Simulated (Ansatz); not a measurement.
**AlPNH4OF (SMILES [NH2][Al]([F])[PH]O) at r2SCAN/def2-SVP**

What is the energy change on altering one bond length of AlPNH4OF at r2SCAN/def2-SVP? 

Program for the calculation: Ansatz 0.2.0.

147 further runs of the same task are left out: 147 set aside as unsound or not needed.

**1. The system as given**

The species is AlPNH4OF (9 atoms), meant as a singlet with charge 0. As SMILES, `[NH2][Al]([F])[PH]O`. Geometry: relaxed at PBE0-D4/def2-TZVP. This is one conformer, not always the lowest.

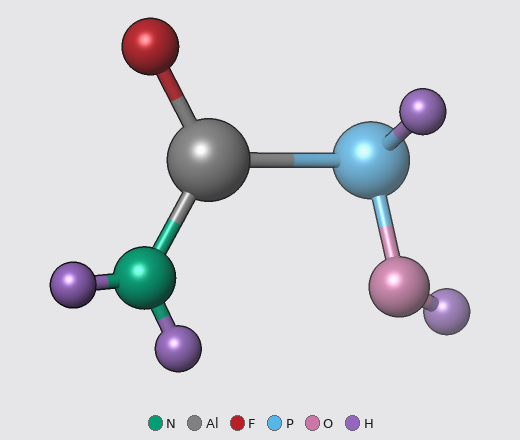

The structure, seen from a chosen angle (nitrogen teal, aluminium grey, fluorine red, phosphorus blue, oxygen pink, hydrogen purple).

**2. A single-point energy at r2SCAN/def2-SVP**

molecule.yaml

```yaml
crystal:
  periodic: [false, false, false]
  atoms:
    - {symbol: "N", position_ang: [1.489200, 1.004600, -0.185800]}
    - {symbol: Al, position_ang: [0.882400, -0.572900, 0.285200]}
    - {symbol: F, position_ang: [1.905300, -1.677400, 0.966000]}
    - {symbol: P, position_ang: [-1.322700, -1.196100, -0.158400]}
    - {symbol: O, position_ang: [-1.889900, 0.351100, -0.471500]}
    - {symbol: H, position_ang: [0.893900, 1.722700, -0.565900]}
    - {symbol: H, position_ang: [2.431700, 1.338900, -0.072400]}
    - {symbol: H, position_ang: [-1.643200, -1.310200, 1.230300]}
    - {symbol: H, position_ang: [-2.658100, 0.293000, -1.044600]}
basis:
  gaussian:
    orbitals: def2-SVP
hamiltonian:
  xc: r2scan
output: {orbitals: {seedname: orbitals}}
accuracy: high
```

Command:

```
$ ansatz run molecule.yaml --threads 1 --pin off --max-ram 3480MiB --events-out events.jsonl --progress --plain --runs-dir runs
```

The program printed:

```text
Warning: RAYON_NUM_THREADS=1 ignored (pool sized by the plan → 1); use --threads N
Functional definition: r2SCAN
  name "r2SCAN"
  parameter k0 = 0.174
  parameter k1 = 0.065
  parameter a1 = 4.9479
  exchange = r2scan_x(k0 = k0, k1 = k1, a1 = a1)
  correlation = r2scan_c
2114 factors; integrals over basis functions are off by at most 6.6e-9 eV
mean field evaluation 1: about -22181.5155 eV, gradient 8.1e1 eV
mean field evaluation 2: about -22133.8448 eV, gradient 1.6e2 eV
mean field evaluation 4: about -22193.3766 eV, gradient 1.4e1 eV
mean field evaluation 8: about -22193.7029 eV, gradient 6.8e-1 eV
mean field evaluation 16: about -22193.7038 eV, gradient 2.6e-5 eV
mean field -22193.70383608 eV, -815.6035725431 hartree, gradient 1.9e-8 eV, S^2 0.000000; 0 other end points of the search recorded, 0 dependent functions left out
reference -22193.70383699 eV, -815.6035725767 hartree; 28, 28 occupied and 70, 70 virtual orbitals, 2114 factors
Total energy: -22193.70383699 eV, -815.6035725767 hartree
```

It took 18 s on 1 thread of Arm Neoverse V1, shared host; peak memory 0.32 GiB.

**3. The distorted shape**

input.yaml

```yaml
crystal:
  periodic: [false, false, false]
  atoms:
    - {symbol: "N", position_ang: [1.585351, 1.038830, -0.602416]}
    - {symbol: Al, position_ang: [0.978551, -0.538670, -0.131416]}
    - {symbol: F, position_ang: [2.001451, -1.643170, 0.549384]}
    - {symbol: P, position_ang: [-1.226549, -1.161870, -0.575016]}
    - {symbol: O, position_ang: [-1.793749, 0.385330, -0.888116]}
    - {symbol: H, position_ang: [0.990051, 1.756930, -0.982516]}
    - {symbol: H, position_ang: [2.527851, 1.373130, -0.489016]}
    - {symbol: H, position_ang: [-1.643200, -1.310200, 1.230300]}
    - {symbol: H, position_ang: [-2.561949, 0.327230, -1.461216]}
basis:
  gaussian:
    orbitals: def2-SVP
hamiltonian:
  xc: {name: r2SCAN}
accuracy: high
output: {orbitals: {seedname: orbitals}}
```

Command:

```
$ ansatz run input.yaml --threads 1 --pin off --max-ram 3480MiB --events-out events.jsonl --progress --plain --runs-dir runs
```

The program printed, cut to the lines that bear on the results:

```text
Warning: RAYON_NUM_THREADS=1 ignored (pool sized by the plan → 1); use --threads N
[... 7 set-up lines as earlier in the session ...]
2105 factors; integrals over basis functions are off by at most 8.2e-9 eV
mean field evaluation 1: about -22180.5734 eV, gradient 8.1e1 eV
mean field evaluation 2: about -22115.8577 eV, gradient 1.7e2 eV
mean field evaluation 4: about -22192.3096 eV, gradient 1.7e1 eV
mean field evaluation 8: about -22192.8394 eV, gradient 6.1e-1 eV
mean field evaluation 16: about -22192.8403 eV, gradient 9.5e-5 eV
mean field -22192.84026339 eV, -815.5718368323 hartree, gradient 9.0e-8 eV, S^2 0.000000; 0 other end points of the search recorded, 0 dependent functions left out
reference -22192.84026432 eV, -815.5718368665 hartree; 28, 28 occupied and 70, 70 virtual orbitals, 2105 factors
Total energy: -22192.84026432 eV, -815.5718368665 hartree
```

It took 19 s on 1 thread of Arm Neoverse V1, shared host; peak memory 0.33 GiB.

**4. Results**

At r2SCAN/def2-SVP:

| quantity | value |
| --- | --- |
| first shape: total energy | -815.60357 Eh |
| first shape: HOMO energy | -5.78 eV |
| first shape: LUMO energy | -0.91 eV |
| first shape: HOMO–LUMO gap | 4.86 eV |
| distorted shape: total energy | -815.57184 Eh |
| distorted shape: HOMO energy | -5.93 eV |
| distorted shape: LUMO energy | -1.55 eV |
| distorted shape: HOMO–LUMO gap | 4.38 eV |
| energy change with the P4–H8 bond stretched from 1.430 to 1.859 Å | 0.864 eV |

**Reading.** With the P4–H8 bond stretched from 1.430 to 1.859 Å the energy rises by 0.86 eV (83.3 kJ/mol). The first shape isn't relaxed at this level, so the change isn't measured from a minimum.
